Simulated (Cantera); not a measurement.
Input: 1 mol SiH₂Cl₂, 2.4 mol HCl, 9.7 mol H₂, 0.021 mol N₂, at 1330 Pa.

Equilibrium computed with Cantera from the NASA thermochemical tables; the gas is ideal and each condensed phase is pure. Candidate condensed phases: NH₄Cl, Si, Si₃N₄; 28 gas species. N₂ is the only nitrogen source here; it is nearly inert below about 1500 K, so the nitride shown seldom forms there in practice. The tables' values for SiCl₃, SiCl are old estimates; treat these amounts as uncertain. Gases not in the tables: Si₂H₆ and higher silanes. Equilibrium is a limit: real reactors are often held back by kinetics, nucleation or transport.

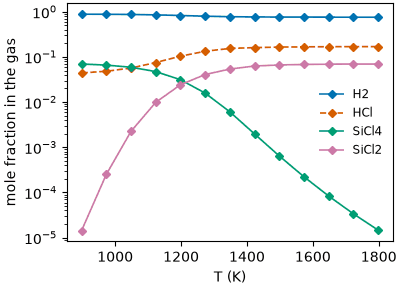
Equilibrium gas composition (values under 1e-9 drawn at 1e-9)

From 898 K to 1423 K the condensed part is Si₃N₄(s). From 1498 K to 1798 K nothing is condensed. The main Si-bearing gas is SiCl₄ at 898 K and SiCl₂ at 1798 K.
